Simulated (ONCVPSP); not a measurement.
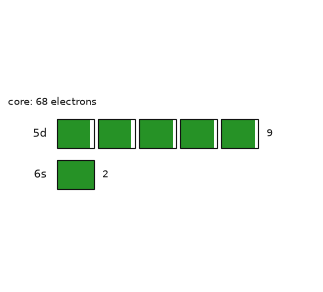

*The valence shells of the reference configuration: a box for each of the 2l + 1 orbitals, shaded by the share of the shell that is filled, with the electron count at the right. The shells are those of the unaltered input.*

**Pseudopotential generation, with input and output: Au**

Gold (Au, Z = 79), core [Xe] 4f14, reference valence 5d9 6s2, valence charge 11. (This line and the method describe the unaltered input from which the odd one was made.) Computed at this level: ONCV potential, PBE, scalar-relativistic, made with ONCVPSP 4.0.1.

## The input
```
# ATOM AND REFERENCE CONFIGURATION
# atsym  z   nc   nv     iexc    psfile
  Au 79.00   12    2        4      upf
#
#   n    l    f
    1    0    2.00
    2    0    2.00
    2    1    6.00
    3    0    2.00
    3    1    6.00
    3    2   10.00
    4    0    2.00
    4    1    6.00
    4    2   10.00
    4    3   14.00
    5    0    2.00
    5    1    6.00
    5    2    9.00
    6    0    2.00
#
# PSEUDOPOTENTIAL AND OPTIMIZATION
# lmax
    2
#
#   l,   rc,      ep,       ncon, nbas, qcut
    0    2.40    0.00    4    7    2.70
    1    2.05    0.19    4    7    4.50
    2    1.65    0.00    3    7    9.90
#
# LOCAL POTENTIAL
# lloc, lpopt,  rc(5),   dvloc0
    4    3    1.25    4.00
#
# VANDERBILT-KLEINMAN-BYLANDER PROJECTORs
# l, nproj, debl
    0    3    1.20
    1    1    3.90
    2    2   15.00
#
# MODEL CORE CHARGE
# icmod, fcfact, rcfact
    3    5.75    1.60
#
# LOG DERIVATIVE ANALYSIS
# epsh1, epsh2, depsh
   -2.00    5.00    0.02
#
# OUTPUT GRID
# rlmax, drl
    6.00    0.01
#
# TEST CONFIGURATIONS
# ncnf
    4
# nvcnf
#   n    l    f
    2
    5    2   10.00
    6    0    1.00
#
    2
    5    2   10.00
    6    0    0.00
#
    2
    5    2    9.00
    6    0    0.00
#
    2
    5    2    7.00
    6    0    0.00
#
```

Command:
```bash
oncvpsp.x < Au.dat > Au.out
```

## Output (extracts)
```
ONCVPSP  (Optimized Norm-Conservinng Vanderbilt PSeudopotential)
scalar-relativistic version 4.0.1

#   n    l    f        energy (Ha)
    1    0    2.00    -2.9690351E+03
    2    0    2.00    -5.2393611E+02
    2    1    6.00    -4.5288139E+02
    3    0    2.00    -1.2374751E+02
    3    1    6.00    -1.0314236E+02
    3    2   10.00    -8.1156300E+01
    4    0    2.00    -2.6946806E+01
    4    1    6.00    -2.0191930E+01
    4    2   10.00    -1.2088500E+01
    4    3   14.00    -3.0929192E+00
    5    0    2.00    -4.0899030E+00
    5    1    6.00    -2.2980082E+00
    5    2    9.00    -3.2888943E-01
    6    0    2.00    -2.4486425E-01

Reference configufation results
  iterations    26
  all-electron total energy (Ha)   -1.90118083D+04

Begin loop to  construct optimized pseudo wave functions
and semi-local pseudopoentials for all angular momenta

   Wellstate for l =  0  n =  7
     eigenvalue =   0.9551
     asymptotic potential =   1.4551
     half-point radius =  3.7728

   Wellstate for l =  0  n =  8
     eigenvalue =   2.1551
     asymptotic potential =   2.6551
     half-point radius =  4.1825

Calculating optimized projector #   1

 for l=   0

    Fraction of norm inside rc  0.414332
    Optimizing pswf for qcut=   2.70 a_B^-1,  ecut=   3.63 Ha
    Residual kinetic energy error=  3.89D-03 Ha

    Energy error per electron        Cutoff
         Ha          eV             Ha
         0.01000     0.27211        2.88
         0.00100     0.02721        8.49
         0.00010     0.00272       18.90
         0.00001     0.00027       22.73

Calculating optimized projector #   2

 for l=   0

    Fraction of norm inside rc  0.252486
    Optimizing pswf for qcut=   2.70 a_B^-1,  ecut=   3.63 Ha
    Residual kinetic energy error=  3.04D-02 Ha

    Energy error per electron        Cutoff
         Ha          eV             Ha
         0.01000     0.27211        4.27
         0.00100     0.02721        9.54
         0.00010     0.00272       19.56
         0.00001     0.00027       29.70

Calculating optimized projector #   3

 for l=   0

    Fraction of norm inside rc  0.140761
    Optimizing pswf for qcut=   2.70 a_B^-1,  ecut=   3.63 Ha
    Residual kinetic energy error=  1.52D-01 Ha

    Energy error per electron        Cutoff
         Ha          eV             Ha
         0.01000     0.27211        7.06
         0.00100     0.02721       18.48
         0.00010     0.00272       35.34
         0.00001     0.00027       40.60

   Wellstate for l =  1  n =  6
     eigenvalue =   0.1900
     asymptotic potential =   0.6900
     half-point radius =  3.4727

Calculating optimized projector #   1

 for l=   1

    Fraction of norm inside rc  0.186314
    Optimizing pswf for qcut=   4.51 a_B^-1,  ecut=  10.17 Ha
    Residual kinetic energy error=  2.96D-03 Ha

    Energy error per electron        Cutoff
         Ha          eV             Ha
         0.01000     0.27211        7.42
         0.00100     0.02721       25.21
         0.00010     0.00272       35.11
         0.00001     0.00027       51.54

   Wellstate for l =  2  n = 10
     eigenvalue =  14.6711
     asymptotic potential =  15.1711
     half-point radius =  2.9219

Calculating optimized projector #   1

 for l=   2

    Fraction of norm inside rc  0.634136
    Optimizing pswf for qcut=   9.91 a_B^-1,  ecut=  49.12 Ha
    Residual kinetic energy error=  2.62D-08 Ha

    Energy error per electron        Cutoff
         Ha          eV             Ha
         0.01000     0.27211       16.30
         0.00100     0.02721       20.97
         0.00010     0.00272       24.77
         0.00001     0.00027       27.82

Calculating optimized projector #   2

 for l=   2

    Fraction of norm inside rc  0.064555
    Optimizing pswf for qcut=   9.91 a_B^-1,  ecut=  49.12 Ha
    Residual kinetic energy error=  2.60D-06 Ha

    Energy error per electron        Cutoff
         Ha          eV             Ha
         0.01000     0.27211       25.13
         0.00100     0.02721       34.32
         0.00010     0.00272       42.54
         0.00001     0.00027       46.91

Construct Vanderbilt / Kleinmman-Bylander projectors

B matrix Hermiticity error, ll=   0
   1   2    9.6629E-05
   1   3   -1.6417E-04
   2   3    9.8291E-05

  Orthonormal projector coefficients  1.1627E+01  3.6517E+00  6.8970E-01

B matrix Hermiticity error, ll=   2
   1   2    1.0114E-03

  Orthonormal projector coefficients  1.7795E+00 -2.1953E-01

Model core correction analysis
  based on d2Exc/dn_idn_j

d2excae - all-electron derivatives

   -1.756442D-02   -9.406584D-03
   -9.405705D-03   -2.354650D-02

d2excps - pseudofunction derivatives with no core correction

   -2.675881D-02   -1.092234D-02
   -1.092127D-02   -2.416000D-02

rms 2nd derivative error    4.730425E-03

rmatch, rhocmatch    1.2475    4.5932

Teter function model core charge with specified parameters

d2excps - pseudofunction derivatives with core correction

   -1.444918D-02   -8.257284D-03
   -8.257010D-03   -2.097313D-02

rms 2nd derivative error    2.177577E-03

Pseudoatom total energy  -33.986685

Diagnostic tests using Vanderbilt-Kleinman-Bylander pseudopotentials
  1 or more projectors used as specified by nproj input data

   l    rcore       rmatch      e in        delta e   norm test  slope test

   0   2.4088264   2.4819636  -0.2448643  -0.0000009   1.0000362   1.0000475
   0   2.4088264   2.4819636   0.9551357   0.0000000   1.0001745   1.0001745
   0   2.4088264   2.4819636   2.1551357   0.0000212   1.0002105   1.0002105

   1   2.0618544   2.1244568   0.1900000   0.0000067   0.9999954   0.9999954

   2   1.6524667   1.7026392  -0.3288894  -0.0000021   1.0000147   1.0000275
   2   1.6524667   1.7026392  14.6711106   0.0004984   1.0001099   1.0001099

 Testing for bound ghosts
   n   l    E NL Schr. Eq   E Basis Diag.   E Cutoff

   1   0       -0.244865       -0.243048     44.97

       1                       -0.048549     35.56  WARNING - GHOST(-)

   3   2       -0.328892       -0.326701     94.53

 Testing for highly-localized positive-energy ghosts
       l    <radius>/rc     E Basis Diag.   E Cutoff

       0        0.227855        1.526943     44.97  WARNING - GHOST(+)

Test configuration 0

   n   l     f        eae           eps        diff
   1   0  2.0000-2969.03513979
   2   0  2.0000 -523.93611474
   2   1  6.0000 -452.88139044
   3   0  2.0000 -123.74750593
   3   1  6.0000 -103.14235929
   3   2 10.0000  -81.15630012
   4   0  2.0000  -26.94680626
   4   1  6.0000  -20.19192958
   4   2 10.0000  -12.08849964
   4   3 14.0000   -3.09291923
   5   0  2.0000   -4.08990304
   5   1  6.0000   -2.29800824
   5   2  9.0000   -0.32888943   -0.32889154   -2.11D-06
   6   0  2.0000   -0.24486425   -0.24486517   -9.14D-07

    Total energies and differences
      AE_ref= -1.90118083D+04  AE_tst= -1.90118083D+04  dif=  0.00D+00
      PS_ref= -3.39866852D+01  PS_tst= -3.39866852D+01  dif= -7.11D-14
      PSP excitation error=  7.11D-14

Test configuration 1

   n   l     f        eae           eps        diff
   1   0  2.0000-2968.92589778
   2   0  2.0000 -523.82239757
   2   1  6.0000 -452.76777819
   3   0  2.0000 -123.63495332
   3   1  6.0000 -103.02982059
   3   2 10.0000  -81.04334170
   4   0  2.0000  -26.83501075
   4   1  6.0000  -20.08010982
   4   2 10.0000  -11.97652401
   4   3 14.0000   -2.98117312
   5   0  2.0000   -3.98249004
   5   1  6.0000   -2.19696170
   5   2 10.0000   -0.25273410   -0.25124779    1.49D-03
   6   0  1.0000   -0.21176012   -0.21377062   -2.01D-03

    Total energies and differences
      AE_ref= -1.90118083D+04  AE_tst= -1.90118705D+04  dif= -6.22D-02
      PS_ref= -3.39866852D+01  PS_tst= -3.40468513D+01  dif= -6.02D-02
      PSP excitation error= -2.05D-03

Test configuration 2

   n   l     f        eae           eps        diff
   1   0  2.0000-2969.23845579
   2   0  2.0000 -524.13205489
   2   1  6.0000 -453.07748944
   3   0  2.0000 -123.94533868
   3   1  6.0000 -103.34021348
   3   2 10.0000  -81.35347159
   4   0  2.0000  -27.14592613
   4   1  6.0000  -20.39101133
   4   2 10.0000  -12.28732625
   4   3 14.0000   -3.29206627
   5   0  2.0000   -4.29519845
   5   1  6.0000   -2.51159431
   5   2 10.0000   -0.56330305   -0.56387894   -5.76D-04

    Total energies and differences
      AE_ref= -1.90118083D+04  AE_tst= -1.90115247D+04  dif=  2.84D-01
      PS_ref= -3.39866852D+01  PS_tst= -3.36968047D+01  dif=  2.90D-01
      PSP excitation error= -6.32D-03

Test configuration 3

   n   l     f        eae           eps        diff
   1   0  2.0000-2969.72618425
   2   0  2.0000 -524.62115712
   2   1  6.0000 -453.56656093
   3   0  2.0000 -124.43344283
   3   1  6.0000 -103.82830940
   3   2 10.0000  -81.84179869
   4   0  2.0000  -27.63340372
   4   1  6.0000  -20.87845512
   4   2 10.0000  -12.77477372
   4   3 14.0000   -3.77917787
   5   0  2.0000   -4.77767282
   5   1  6.0000   -2.98759060
   5   2  9.0000   -1.00452237   -1.00993587   -5.41D-03

    Total energies and differences
      AE_ref= -1.90118083D+04  AE_tst= -1.90107453D+04  dif=  1.06D+00
      PS_ref= -3.39866852D+01  PS_tst= -3.29146184D+01  dif=  1.07D+00
      PSP excitation error= -9.11D-03

Test configuration 4

   n   l     f        eae           eps        diff
   1   0  2.0000-2970.88198894
   2   0  2.0000 -525.78092415
   2   1  6.0000 -454.72640163
   3   0  2.0000 -125.58666662
   3   1  6.0000 -104.98150209
   3   2 10.0000  -82.99619056
   4   0  2.0000  -28.78200560
   4   1  6.0000  -22.02668465
   4   2 10.0000  -13.92270553
   4   3 14.0000   -4.92506231
   5   0  2.0000   -5.89987958
   5   1  6.0000   -4.08733150
   5   2  7.0000   -2.02064539   -2.04741761   -2.68D-02

    Total energies and differences
      AE_ref= -1.90118083D+04  AE_tst= -1.90077470D+04  dif=  4.06D+00
      PS_ref= -3.39866852D+01  PS_tst= -2.98860035D+01  dif=  4.10D+00
      PSP excitation error= -3.94D-02
```

## What the run reported

- outcome: generated, with a ghost state
- ghost flags of the generator: 1 GHOST(-), 1 GHOST(+)
- largest excitation error printed: 1100 meV
- hardware: 1 CPU thread, shared host
- wall time: 6.6 s

## What is odd here

One thing in this input was made odd on purpose: debl of l = 2 set to 15.00 Ha. The program ran to the end. The all-electron atom is untouched: its total energy equals that from the unaltered input (−19011.8083 Ha). The pseudo-atom's total energy moves by +0.0020 Ha, so the potential, or the configuration in which it is tested, is another one. The unaltered input has a GHOST(-) flag too. The potential has a bound ghost state, so it can't be used as it stands.
